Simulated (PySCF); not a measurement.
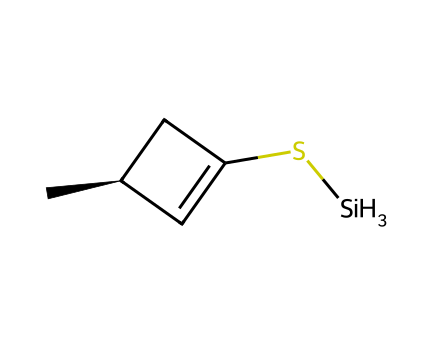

The geometry was computed by an optimisation with GFN2-xTB. No frequency run is at hand to confirm it as a minimum. Level of theory: CAM-B3LYP/def2-SVPD, gas phase (PySCF 2.14.0). Excitations: vertical, linear response.

Computed properties:

The species is C5H10SSi (`C[C@@H]1C=C(S[SiH3])C1`).
- dipole moment: 1.29 D
- HOMO energy (Kohn–Sham orbital): −7.54 eV
- LUMO energy (Kohn–Sham orbital): 0.84 eV
- HOMO–LUMO gap: 8.39 eV
- mean static polarisability: 106.0 bohr³
- lowest vertical singlet excitation: 5.42 eV
- its oscillator strength: 0.007
- brightest of the 8 lowest singlets: 5.89 eV
- its oscillator strength: 0.24

The geometry is semi-empirical. Around Si such bond lengths and angles can be off by a tenth of an ångström or more and by several degrees, and values that hang on the shape move with them.
